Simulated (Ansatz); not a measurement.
# AlF4H4N: two geometries relaxed

Are the two ends of the reaction (exchange6) separate minima, and which lies lower? Each is relaxed from a guess. Meant to form: Al1–F6, H5–F8, H7–N2; to break: Al1–N2, H5–F6, H7–F8. The start is a guess near the saddle point, from which both ends are pulled out.

Method: RKS PBE-D4/def2-SVP, in Ansatz 0.2.0.

**1. The system as given**

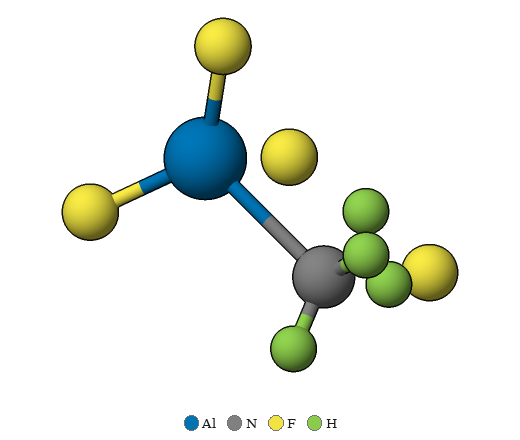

The starting structure, seen from a free direction (aluminium blue, nitrogen grey, fluorine yellow, hydrogen green).

As a file:

```xyz
10

Al   -1.1778    0.1492   -0.8293
N     0.5071   -1.0380    0.0377
F    -0.9696    0.3944   -2.4335
F    -2.6071   -0.2671   -0.1527
H     0.6054    1.5151    0.9316
F    -0.3522    1.7608    0.2535
H     1.1442   -0.1663    0.8252
F     1.4696    0.8383    1.4075
H     1.1697   -1.3701   -0.6485
H     0.2106   -1.8162    0.6086
```

**2. Pulling towards end A**

Springs on the bonds that form and break draw the guess towards this end; the thresholds are loose.

The input, input.yaml:

```yaml
crystal:
  periodic: [false, false, false]
  atoms:
    - { symbol: Al, position_ang: [-1.1778, 0.1492, -0.8293] }
    - { symbol: "N", position_ang: [0.5071, -1.038, 0.0377] }
    - { symbol: F, position_ang: [-0.9696, 0.3944, -2.4335] }
    - { symbol: F, position_ang: [-2.6071, -0.2671, -0.1527] }
    - { symbol: H, position_ang: [0.6054, 1.5151, 0.9316] }
    - { symbol: F, position_ang: [-0.3522, 1.7608, 0.2535] }
    - { symbol: H, position_ang: [1.1442, -0.1663, 0.8252] }
    - { symbol: F, position_ang: [1.4696, 0.8383, 1.4075] }
    - { symbol: H, position_ang: [1.1697, -1.3701, -0.6485] }
    - { symbol: H, position_ang: [0.2106, -1.8162, 0.6086] }
basis:
  gaussian: { orbitals: def2-SVP }
hamiltonian:
  xc: pbe
  dispersion: d4
relax:
  f_tol: 0.15
  max_steps: 25
  restrain:
    - { distance: [0, 5], at: 3.08, k: 30.0 }
    - { distance: [4, 7], at: 2.18, k: 30.0 }
    - { distance: [6, 1], at: 2.32, k: 30.0 }
    - { distance: [0, 1], at: 1.92, k: 30.0 }
    - { distance: [4, 5], at: 0.88, k: 30.0 }
    - { distance: [6, 7], at: 0.88, k: 30.0 }
```

On the command line:

```sh
ansatz run input.yaml --threads 2 --pin off --max-ram 3072MiB --backend cpu --events-out ev --progress --plain --runs-dir out
```

What it wrote (excerpt; [...] marks lines left out):

```text
Warning: RAYON_NUM_THREADS=2 ignored (pool sized by the plan → 2); use --threads N
[...]
Functional definition: PBE
[...]
1189 factors; their error is unknown
[...]
mean field -18998.10970243 eV, -698.1676541831 hartree, gradient 4.0e-5 eV, S^2 0.000000; 0 other end points of the search recorded, 0 dependent functions left out
[...]
reference -18998.10974506 eV, -698.1676557496 hartree; 30, 30 occupied and 78, 78 virtual orbitals, 1189 factors
relax step   1: F+E_penalty+E_count = -18998.26200522 eV  Δ(F+E_penalty+E_count) = +0.000e0 eV  max|allowed force component| = 3.612e0 eV/Å  E_restraint = 47.75976856 eV  max|allowed force component, restraints' pulls added| = 2.889e1 eV/Å  Δτ_max = 0.0000 Å  (28 SCF iters, accepted)
[...]
relax step   6: F+E_penalty+E_count = -18997.07819310 eV  Δ(F+E_penalty+E_count) = -6.327e-2 eV  max|allowed force component| = 1.527e0 eV/Å  E_restraint = 0.09385626 eV  max|allowed force component, restraints' pulls added| = 3.419e-1 eV/Å  Δτ_max = 0.2000 Å  (35 SCF iters, accepted)
[...]
relax step   7: F+E_penalty+E_count = -18997.09685456 eV  Δ(F+E_penalty+E_count) = -1.866e-2 eV  max|allowed force component| = 1.236e0 eV/Å  E_restraint = 0.09379498 eV  max|allowed force component, restraints' pulls added| = 8.755e-2 eV/Å  Δτ_max = 0.0583 Å  (29 SCF iters, accepted)
  distance Al 0 - F 5 = 3.0670 Å
  distance H 4 - F 7 = 2.1662 Å
  distance H 6 - N 1 = 2.3037 Å
  distance Al 0 - N 1 = 1.8718 Å
  distance H 4 - F 5 = 0.9190 Å
  distance H 6 - F 7 = 0.9223 Å
1189 factors; their error is unknown
mean field -18996.95476243 eV, -698.1252109208 hartree, gradient 1.6e-5 eV, S^2 0.000000; 1 other end points of the search recorded, 0 dependent functions left out
[...]
reference -18996.95480515 eV, -698.1252124908 hartree; 30, 30 occupied and 78, 78 virtual orbitals, 1189 factors
Total energy: -18997.09689728 eV, -698.1304342803 hartree
Atom 0 at    -1.143569    -0.333000    -0.955000 Å, force     1.148986    -0.326273     0.739105 eV/Å
Atom 1 at     0.279533    -1.300799    -0.218831 Å, force    -0.798283     0.987257    -0.264560 eV/Å
Atom 2 at    -0.953910     0.366532    -2.454729 Å, force     0.002794    -0.007358     0.025077 eV/Å
Atom 3 at    -2.610785    -0.336686    -0.166111 Å, force     0.028515     0.001513    -0.009198 eV/Å
Atom 4 at     0.380553     2.162706     0.957181 Å, force     1.208922    -0.441721     0.831181 eV/Å
Atom 5 at    -0.348509     2.294205     0.413352 Å, force    -1.067169    -0.174560    -0.898672 eV/Å
Atom 6 at     1.492269     0.081173     1.169136 Å, force    -0.748487    -1.236447    -1.006185 eV/Å
Atom 7 at     1.855087     0.753175     1.686256 Å, force     0.218233     1.184916     0.569006 eV/Å
Atom 8 at     1.004953    -1.630685    -0.864855 Å, force     0.001149     0.005984     0.011425 eV/Å
Atom 9 at     0.044279    -2.056521     0.433699 Å, force     0.005340     0.006689     0.002821 eV/Å
Dipole moment:     0.333253    -0.609869     0.048168 e Å
```

Wall time 12 s (2 threads of Intel Xeon Platinum 8375C at 2.90GHz (Ice Lake), shared host); peak memory 0.17 GiB.

Relaxation path:

```tsv
step	energy from step 1 (eV)	largest force component (eV/Å)
1	0.0000	3.6122
2	0.4904	2.9420
3	1.4762	6.4649
4	1.2805	1.8459
5	1.2471	1.2408
6	1.1838	1.5271
7	1.1652	1.2364
```

Step 1 is the start. Energies and forces in the table leave out the springs, which the log lists apart; the run stops on the force with the springs' pull added.

After: Bond lengths: Al1–N2 1.872 Å, Al1–F3 1.666 Å, Al1–F4 1.666 Å, H5–F6 0.919 Å, H7–F8 0.922 Å, N2–H9 1.026 Å, N2–H10 1.026 Å. Angles: Al1–N2–H9 117.1°, Al1–N2–H10 117.2°, H9–N2–H10 109.0°, N2–Al1–F3 119.0°, N2–Al1–F4 118.8°, F3–Al1–F4 121.8°.

Pairs that crossed the distance rule for bonds on the way: came closer H5–F6, H7–F8; moved apart Al1–F6.

**3. End point A**

It starts where the restrained run ended.

The input, input.yaml:

```yaml
crystal:
  periodic: [false, false, false]
  atoms:
    - { symbol: Al, position_ang: [-1.143569, -0.333, -0.955] }
    - { symbol: "N", position_ang: [0.279533, -1.300799, -0.218831] }
    - { symbol: F, position_ang: [-0.95391, 0.366532, -2.454729] }
    - { symbol: F, position_ang: [-2.610785, -0.336686, -0.166111] }
    - { symbol: H, position_ang: [0.380553, 2.162706, 0.957181] }
    - { symbol: F, position_ang: [-0.348509, 2.294205, 0.413352] }
    - { symbol: H, position_ang: [1.492269, 0.081173, 1.169136] }
    - { symbol: F, position_ang: [1.855087, 0.753175, 1.686256] }
    - { symbol: H, position_ang: [1.004953, -1.630685, -0.864855] }
    - { symbol: H, position_ang: [0.044279, -2.056521, 0.433699] }
basis:
  gaussian: { orbitals: def2-SVP }
hamiltonian:
  xc: pbe
  dispersion: d4
relax:
  f_tol: 0.03
  max_steps: 50
```

On the command line:

```sh
ansatz run input.yaml --threads 2 --pin off --max-ram 3072MiB --backend cpu --events-out ev --progress --plain --runs-dir out
```

What it wrote (excerpt; [...] marks lines left out):

```text
Warning: RAYON_NUM_THREADS=2 ignored (pool sized by the plan → 2); use --threads N
[...]
Functional definition: PBE
[...]
1189 factors; their error is unknown
[...]
mean field -18996.95477260 eV, -698.1252112946 hartree, gradient 1.9e-5 eV, S^2 0.000000; 0 other end points of the search recorded, 0 dependent functions left out
[...]
reference -18996.95481516 eV, -698.1252128586 hartree; 30, 30 occupied and 78, 78 virtual orbitals, 1189 factors
relax step   1: F+E_penalty+E_count = -18997.09686472 eV  Δ(F+E_penalty+E_count) = +0.000e0 eV  max|allowed force component| = 1.236e0 eV/Å  Δτ_max = 0.0000 Å  (29 SCF iters, accepted)
[...]
relax step   4: F+E_penalty+E_count = -18998.46911063 eV  Δ(F+E_penalty+E_count) = -4.675e-1 eV  max|allowed force component| = 8.099e-1 eV/Å  Δτ_max = 0.1949 Å  (29 SCF iters, accepted)
[...]
Total energy: -19000.00762299 eV, -698.2374014772 hartree
Atom 0 at    -0.999460     0.267264    -0.660630 Å, force    -0.013472     0.007078    -0.008459 eV/Å
Atom 1 at     0.413309    -0.967815    -0.002499 Å, force     0.011826     0.006877     0.009191 eV/Å
Atom 2 at    -0.756603     0.326912    -2.319147 Å, force     0.006849     0.001009     0.004639 eV/Å
Atom 3 at    -2.424851    -0.381351    -0.059947 Å, force     0.005689     0.001240     0.005226 eV/Å
Atom 4 at     0.731935     1.506250     1.026965 Å, force     0.005897    -0.006287     0.001895 eV/Å
Atom 5 at    -0.498547     1.703678     0.158880 Å, force    -0.009415    -0.002129    -0.006166 eV/Å
Atom 6 at     1.025995    -0.402361     0.639777 Å, force    -0.004870    -0.017042    -0.007746 eV/Å
Atom 7 at     1.484295     1.056703     1.453856 Å, force    -0.000512     0.007195     0.001874 eV/Å
Atom 8 at     0.995420    -1.345793    -0.763267 Å, force    -0.001168     0.000617    -0.001604 eV/Å
Atom 9 at     0.028408    -1.763387     0.526108 Å, force    -0.000824     0.001443     0.001149 eV/Å
Dipole moment:     0.560010    -0.707750     0.187695 e Å
```

Run time: 23 s. Hardware: 2 threads of Intel Xeon Platinum 8375C at 2.90GHz (Ice Lake), shared host; peak memory 0.17 GiB.

The steps of the relaxation:

```tsv
step	energy from step 1 (eV)	largest force component (eV/Å)
1	0.0000	1.2364
2	-0.4467	0.5693
3	-0.9047	0.7946
4	-1.3722	0.8099
5	-1.6849	1.4371
6	-1.9621	1.2630
7	-2.3293	1.8627
8	-2.6489	1.2610
9	-2.8487	0.9052
10x	-2.8048	1.1060
11	-2.8934	0.4382
12	-2.9065	0.4125
13	-2.9072	0.1924
14	-2.9107	0.0170
```

Step 1 is the start. 1 step was tried and not accepted (10; marked x where the table lists them).

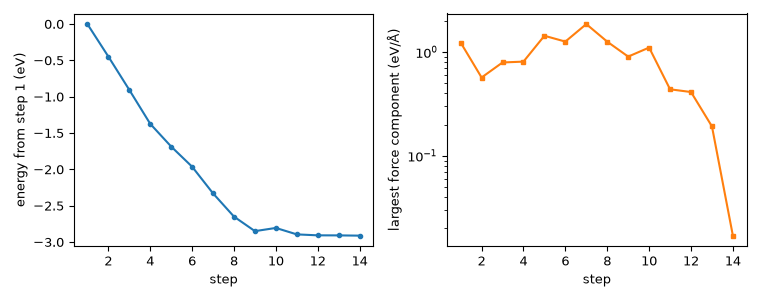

How energy and force went from step to step.

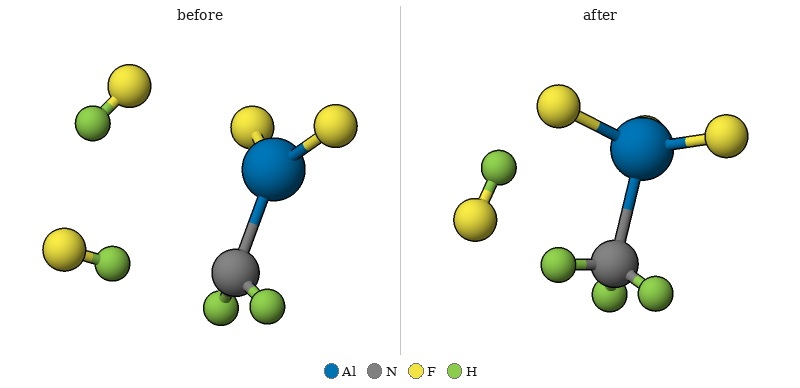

The structure before (left) and after (right), drawn at the same scale.

After: Bond lengths: Al1–N2 1.989 Å, Al1–F3 1.677 Å, Al1–F4 1.677 Å, Al1–F6 1.728 Å, N2–H7 1.052 Å, H5–F8 0.975 Å, N2–H9 1.030 Å, N2–H10 1.030 Å. Angles: Al1–N2–H7 106.4°, Al1–N2–H9 112.6°, Al1–N2–H10 112.6°, H7–N2–H9 108.6°, H7–N2–H10 108.6°, H9–N2–H10 107.9°, N2–Al1–F3 104.3°, N2–Al1–F4 104.2°, N2–Al1–F6 98.8°, F3–Al1–F4 119.4°, F3–Al1–F6 113.4°, F4–Al1–F6 113.5°.

Pairs that crossed the distance rule for bonds on the way: came closer Al1–F6, N2–H7, H5–F8; moved apart H5–F6, H7–F8.

[end of part 1 of 2]
